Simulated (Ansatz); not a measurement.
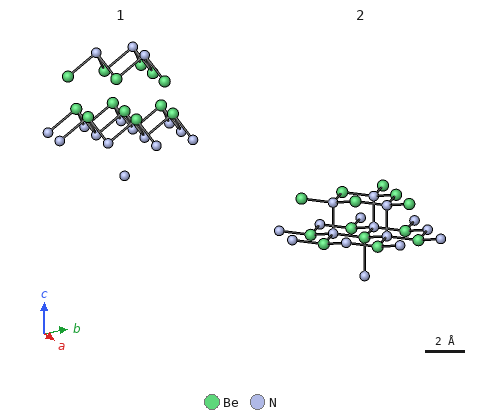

Two geometries of a crystal of BeN (a generated structure, set up in R-3m) (coarse preliminary run), drawn at one scale. One is the start of a relaxation, the other its converged end. A ball-and-stick model of the atoms within 4.2 Å of the atom that moves most (axes of the conventional cell (3 times the calculation's cell)), seen slightly off an axis. Lengths and directions refer to the drawn axes.

All numbers below come from DFT PBE, scalar-relativistic, plane waves, PAW in Ansatz. (plane-wave cutoff 420 eV; k-point mesh 9 × 9 × 9; occupations gaussian; smearing width 0.1 eV; no spin polarisation; cell and atoms relaxed; force threshold 0.04 eV/Å; at most 70 steps)

Q: Which one is relaxed?

A: Structure 2 is the relaxed one. Over 17 accepted moves (22 points after the start) the energy falls by 7.369 eV per cell of the calculation. The largest force component goes from 3 to 0.0063 eV/Å. Pressure: −19.48 GPa at the start and 0.22 GPa at the end. The line search rejected the trial steps at points 8, 15, 18 of the run. At 2 points the geometry stayed and the basis and grid were re-selected for the new cell (energy shift of 47.0 meV per cell of the calculation at most each time). The largest moves relative to the cell, 0.50 Å, are those of Be atoms. By element the largest moves are Be 0.50 Å, N 0.49 Å. Cell: a = b 2.601 → 2.899 Å (+11.5 %), c 19.523 → 11.731 Å (−39.9 %). Volume −25.3 %. Near-neighbour distances that change, for instance: N–N 4.314 → 1.619 Å, Be–N 3.383 → 2.017 Å, Be–N 1.915 → 1.696 Å. New bonds form: Be–N (3.38 → 2.02 Å), N–N (4.31 → 1.62 Å). Bond angles that change, for instance: Be–N–Be 85.5° → 117.4°, N–Be–N 85.5° → 117.4°. The space group stays R-3m (No. 166). The run took 41 s on 1 thread of Intel(R) Xeon(R) 6975P-C (Granite Rapids) (shared host), peak memory 0.45 GiB.
